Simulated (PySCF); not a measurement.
## A series of small molecules: silyl halides SiH3X

Gas-phase molecules at GFN2-xTB geometries (not checked as minima at the level of the calculation), wB97X/def2-TZVP with PySCF. The ionisation energy is E(cation) − E(neutral) at fixed geometry, without spin-orbit coupling; where the highest orbital is degenerate, the cation is one component. LUMO energies depend on the basis. GFN2-xTB bonds to atoms past the second row can be off by 0.02 to 0.07 Å and angles by up to several degrees, which can move orbital and ionisation energies by up to 0.5 eV and charges by 0.01 to 0.02 e, so small steps and misses may come from the geometries. Volumes are summed on a coarse grid and good to about 2 %. Core potentials replace the inner electrons of I. Electronegativities are Pauling's, radii Cordero's.

```
molecule  electronegativity of X  covalent radius of X (Å)  Hirshfeld charge of the central atom (e)  HOMO energy (eV)  vertical ionisation energy (eV)  HOMO–LUMO gap (eV)  volume inside the 0.001 a.u. surface (Å³)
   SiH3I                    2.66                      1.39                                     0.300             −9.82                             9.88               11.04                                        103
  SiH3Br                    2.96                      1.20                                     0.325            −10.72                            10.87               12.47                                         90
  SiH3Cl                    3.16                      1.02                                         ?                 ?                                ?                   ?                                          ?
   SiH3F                    3.98                      0.57                                     0.435            −12.35                            12.79               14.23                                         65
```

The results for SiH3Cl are withheld.

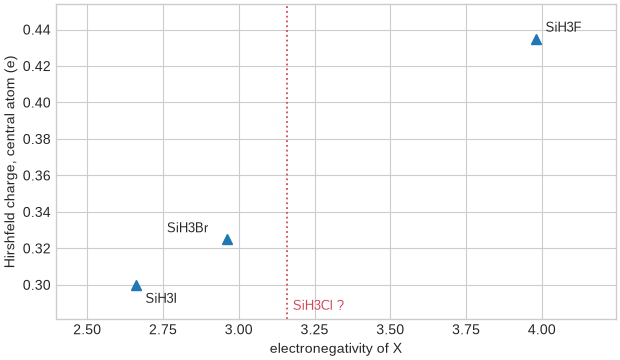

Fit a straight line to the Hirshfeld charge of the central atom against the electronegativity of X for the given members and predict SiH3Cl.

Answer. A least-squares line through the three given members is y = 0.0215 + 0.1037 x, with R² = 1.00 and a scatter of 0.0044 e; SiH3Br lies farthest from it (−0.003 e). At x = 3.16 it gives 0.349 e. For a new member the 90 % prediction interval is ±0.032 e, wide since three points leave one degree of freedom.

How does the computed value compare?

Answer. The calculation gives 0.336 e, 0.013 e below the estimate (3.0 times the scatter, 10 % of the range of the series): inside the prediction interval. Its other results: HOMO energy −11.48 eV, vertical ionisation energy 11.74 eV, HOMO–LUMO gap 13.63 eV and volume inside the 0.001 a.u. surface 82 Å³.

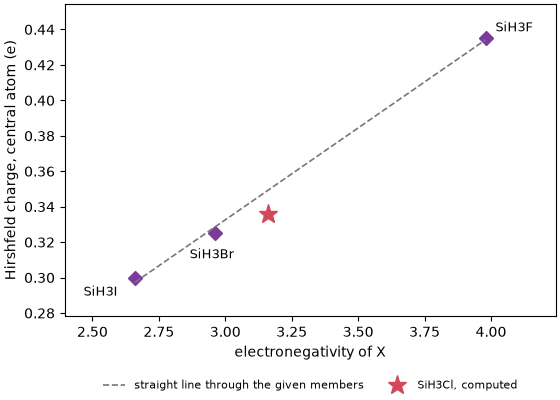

Over the series −ε(HOMO) lies 0.06 to 0.45 eV below the ionisation energy from total-energy differences. The pairing was chosen among those with R² above 0.96; series and pairings with weaker trends are left out of this set.

The single runs took from 3.8 s to 96 s, on 1 thread of shared hosts (four kinds of processor).
